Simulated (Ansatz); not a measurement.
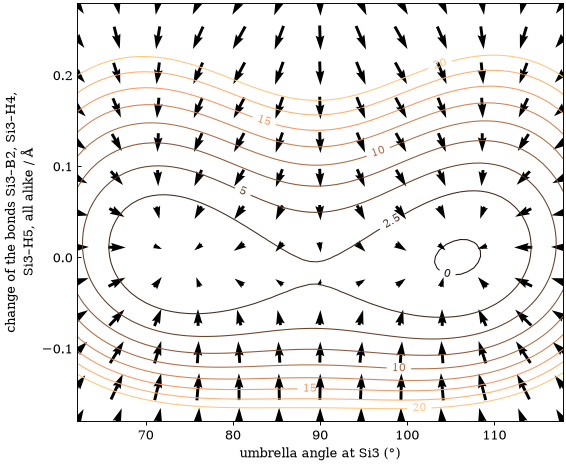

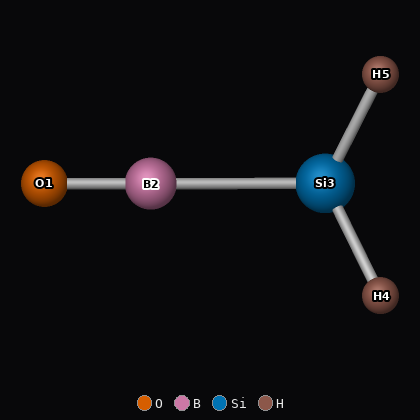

Energy landscape of BH2OSi, SMILES [O]B=[SiH2], spin multiplicity 2. First axis: umbrella angle at Si3 (between each of its bonds and their common axis; 90 is planar). Second axis: change of the bonds Si3–B2, Si3–H4, Si3–H5, all alike. Nothing is relaxed (all other coordinates rigid). The scan uses a 13 × 13 grid. Points are written as (first, second). Energies: kcal/mol, counted from the lowest grid point. Level of theory: UKS B3LYP-D4/def2-TZVP in Ansatz.

The picture shows contour lines labelled in kcal/mol (none above 20), dots at the grid points, arrows along the force (downhill), their lengths compressed. Between grid points the surface is interpolated. The second picture is the structure at the lowest point.

Describe this landscape.

The lowest grid point is at (104.0°, 0.011 Å). There is a further well near (71.4°, 0.011 Å) (0.30 kcal/mol above the lowest at that grid point). The highest grid point, (90.0°, 0.279 Å), lies 39.4 kcal/mol above the lowest. On the interpolated surface the easiest way out of the lowest well to the well at about (74°, 0.00 Å) passes a barrier of about 2.6 kcal/mol, counted from the interpolated bottom of the well. Round the minimum the valley is somewhat tilted: raising the first coordinate shifts the best value of the second coordinate upwards (coupling k₁₂/√(k₁₁k₂₂) about −0.2).

Grid values (kcal/mol):

```csv
"second ↓, first →",62.1,66.7,71.4,76.0,80.7,85.3,90.0,94.7,99.3,104.0,108.6,113.3,117.9
0.279,32.0,29.7,29.7,31.6,34.9,38.1,39.4,37.7,34.4,31.2,29.4,29.6,32.1
0.241,26.0,23.6,23.4,25.1,28.1,30.9,32.0,30.6,27.6,24.6,23.1,23.5,26.2
0.202,20.4,17.7,17.4,18.8,21.5,24.0,25.0,23.7,21.0,18.4,17.1,17.7,20.5
0.164,15.5,12.7,12.1,13.3,15.6,17.8,18.7,17.5,15.2,12.9,11.8,12.6,15.7
0.126,11.4,8.4,7.5,8.5,10.5,12.4,13.1,12.1,10.1,8.1,7.3,8.3,11.6
0.087,8.2,4.9,3.8,4.5,6.2,7.8,8.4,7.5,5.8,4.1,3.6,4.9,8.4
0.049,6.3,2.7,1.4,1.8,3.1,4.5,5.0,4.2,2.7,1.4,1.1,2.7,6.5
0.011,5.7,1.9,0.3,0.4,1.4,2.5,2.9,2.3,1.0,0.0,0.1,1.9,5.9
−0.027,6.8,2.8,0.8,0.6,1.3,2.2,2.5,1.9,1.0,0.2,0.6,2.7,7.0
−0.066,9.9,5.6,3.4,2.8,3.2,3.8,4.0,3.6,2.9,2.5,3.2,5.6,10.2
−0.104,15.3,10.7,8.2,7.3,7.4,7.8,7.9,7.6,7.1,7.0,8.0,10.7,15.6
−0.142,23.3,18.5,15.7,14.5,14.3,14.4,14.5,14.2,14.0,14.2,15.6,18.6,23.7
−0.180,34.6,29.5,26.4,24.9,24.3,24.3,24.2,24.1,24.1,24.6,26.2,29.6,34.9
```

Each point was launched as `ansatz run input.yaml --threads 1 --pin off --max-ram 2560MiB --backend cpu --events-out ev --progress --plain --runs-dir out`. Time for the 169 points that were run: 12 min on 1 thread of Arm Neoverse V1, with other jobs on the host.
